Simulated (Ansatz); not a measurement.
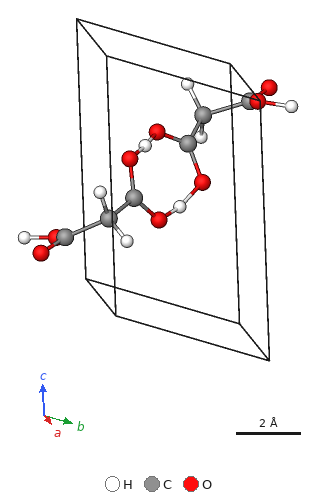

Starting frame of a dynamics run of a 22-atom cell of H₄C₃O₄. It starts from the last geometry of an earlier run, with fresh velocities. Style: ball-and-stick. Shown: the simulation cell, slightly off an axis.

Computed with Ansatz, DFT PBE, scalar-relativistic, plane waves, PAW.

Input file:
```yaml
accuracy: low
crystal:
  lattice:
    - [5.1539, 0.0, 0.0]
    - [-0.490856, 5.301324, 0.0]
    - [-1.601484, -2.688825, 7.545513]
  atoms:
    - { symbol: H, position: [0.56581296, 0.79193962, 0.82171387] }
    - { symbol: H, position: [0.56404834, 0.16854922, 0.25141354] }
    - { symbol: H, position: [0.42386234, 0.89491276, 0.61496073] }
    - { symbol: H, position: [0.50439334, 0.01493109, 0.40441847] }
    - { symbol: H, position: [0.83036809, 0.63246491, 0.06754706] }
    - { symbol: H, position: [0.14816933, 0.36117801, 0.91676106] }
    - { symbol: H, position: [0.98073599, 0.63390431, 0.3814924] }
    - { symbol: H, position: [0.02977291, 0.41129932, 0.58477128] }
    - { symbol: C, position: [0.81638263, 0.73458574, 0.61792312] }
    - { symbol: C, position: [0.19937625, 0.29410994, 0.38747779] }
    - { symbol: C, position: [0.79868546, 0.15544893, 0.85151612] }
    - { symbol: C, position: [0.20125425, 0.83078399, 0.15658719] }
    - { symbol: C, position: [0.64290499, 0.87294961, 0.7268139] }
    - { symbol: C, position: [0.38109305, 0.08847387, 0.29854662] }
    - { symbol: O, position: [0.06916906, 0.15483776, 0.88971181] }
    - { symbol: O, position: [0.93802023, 0.82156053, 0.11651875] }
    - { symbol: O, position: [0.65472294, 0.3113935, 0.91010522] }
    - { symbol: O, position: [0.29726456, 0.65031068, 0.07758213] }
    - { symbol: O, position: [0.85161736, 0.52681628, 0.63191547] }
    - { symbol: O, position: [0.09770513, 0.47202295, 0.3191331] }
    - { symbol: O, position: [0.86495408, 0.81017908, 0.48913241] }
    - { symbol: O, position: [0.19377354, 0.2763546, 0.5340099] }
basis:
  ecutwfc: 420.0
kpoints:
  mp_grid: { grid: [2, 2, 1] }
hamiltonian:
  xc: pbe
scf:
  occupations: { method: fermi_dirac, width: 0.05 }
  lower_state_search: "off"
md:
  timestep: 0.75
  n_steps: 390
  ensemble: nvt_langevin
  temperature: 1120.0
  initial_velocities: maxwell_boltzmann
  seed: 396818
  friction: 0.01
```

Run as
```bash
ansatz run input.yaml --threads 1 --pin off --max-ram 3072MiB --backend cpu --events-out ev --progress --plain --runs-dir out
```

Question: What does the trajectory do?

Answer: The mean temperature in the second half is 1264 K (standard deviation 171 K). The potential energy is still drifting at the end, so the run hasn't reached equilibrium. The potential energy in the second half lies on average 6.1 meV per atom above the first frame. In the second half of the run the atoms are, in the root-mean-square, this far from where they began (common drift taken out): H 0.79 Å, O 0.76 Å, C 0.36 Å. The heavy atoms stay within a fraction of a molecule's size of their starting places; so short a run doesn't tell a liquid from a solid. Bond changes: one H–O contact opens and closes in turn; 3 H–O bonds break between 40 fs and 64 fs; 2 H–O bonds form between 60 fs and 76 fs.

Along the run (each row but the first and the last is the mean over the interval that it begins):

```csv
time (fs),potential energy (meV/atom),T (K)
0.0,0.0,1069
48.8,-1.2,1253
97.5,-25.5,1152
146.2,-15.2,1312
195.0,17.2,1157
243.8,15.9,1324
292.5,26.0,1200
```

The paths of the atoms:

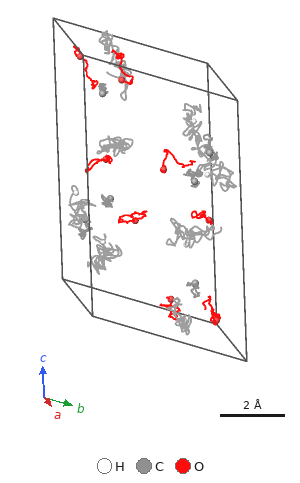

Limits of the set-up: the program's low-accuracy preset was used.

The run took 16 min on 1 thread of Arm Neoverse V1 (shared host), peak memory 0.45 GiB.
